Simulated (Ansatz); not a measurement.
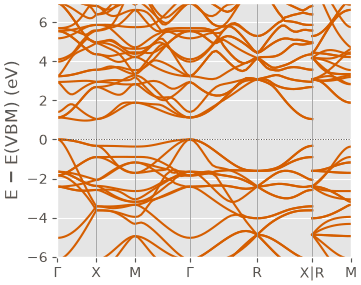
Band structure from plane-wave PAW PBE (Ansatz code)

Problem. Read off the gap and where the band edges lie.

Solution. About 1.0 eV (0.96 eV by a search for the band edges); maximum at Γ, minimum on the Γ–X line, 72 % of the way from Γ.

Problem. Pick the material that matches.
A. GaP, Pm-3n (Ga on 6c, P on 6d)
B. AlP, Pm-3n (Al on 6c, P on 6d)
C. BAs, Pm-3n (B on 6c, As on 6d)
D. YB3C3, Pm-3n (Y on 2a, B on 6d, C on 6c)

Solution. A, GaP, Pm-3n (Ga on 6c, P on 6d)

The start of the workflow was typed in or built on a structure type; neither database checked (COD, Materials Project) lists it. It is not the phase usual at ambient conditions (space group No. 216). The PBE relaxation kept the symmetry of its start; its stability against distortions is not shown here. The volume moved by 26 % from the start of the relaxation. Spin–orbit coupling is left out wherever it is not named.

Potentials: the earlier of the program's two PAW sets.
